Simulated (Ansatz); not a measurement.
```sh
ansatz run in.yaml --threads 2 --pin off --events-out ev --progress --plain --max-ram 4352MiB
```

```yaml
crystal:
  periodic: [false, false, false]
  atoms:
    - {symbol: C, position_ang: [0.806013, -1.001972, 0.519458]}
    - {symbol: C, position_ang: [-0.322280, -1.023388, -0.114526]}
    - {symbol: Si, position_ang: [0.197615, 0.721160, 0.088893]}
    - {symbol: H, position_ang: [1.602529, -1.554226, 0.996065]}
    - {symbol: H, position_ang: [0.785774, 1.481551, -1.034671]}
    - {symbol: H, position_ang: [-0.422204, 1.591277, 1.111262]}
basis:
  gaussian: {orbitals: def2-TZVPP}
magnetization: {spin_polarized: true, initial_magnetization: 1}
hamiltonian: {xc: {name: wB97M-V}}
```

Describe the molecule in this file.

The molecule is C₂H₃Si. The point group is Cs. It is an open-shell species.

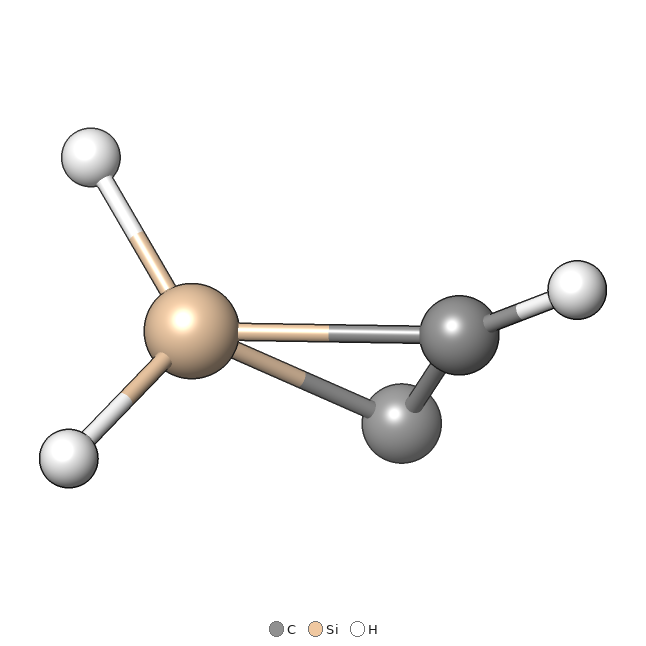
